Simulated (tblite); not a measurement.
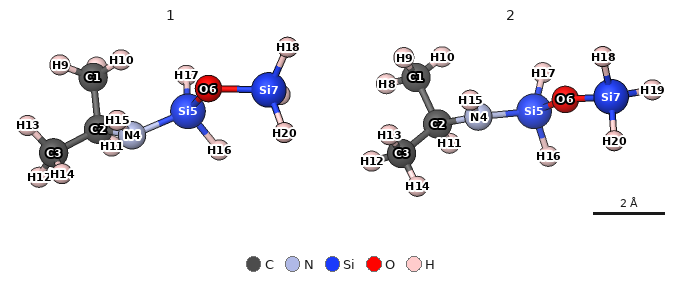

Two geometries of C₃H₁₃NOSi₂, drawn at one scale. One is the start of a relaxation, the other its converged end. The picture is a ball-and-stick view, seen at a tilt.

Level of theory: tblite, GFN2-xTB geometry optimisation, gas phase. 

Which one is relaxed?

Answer. Structure 2 is the relaxed one. The energy falls by 35.9 kcal/mol in 166 geometry steps. H8 moves most after the best rigid fit: 1.52 Å. Largest moves by element: H 1.52 Å, O 0.88 Å, N 0.61 Å, C 0.54 Å, Si 0.52 Å. Among the contacts that change: Si5–Si7 2.738 → 3.172 Å, O6–Si7 1.727 → 1.610 Å, Si5–O6 1.715 → 1.621 Å, N4–Si5 1.771 → 1.708 Å. Among the angles between lasting bonds that change: Si5–O6–Si7 105.3° → 158.2°, C2–N4–Si5 113.8° → 124.0°, Si5–N4–H15 111.7° → 118.4°. Groups turn about C1–C2 by about 50°, C2–C3 by about 45°.
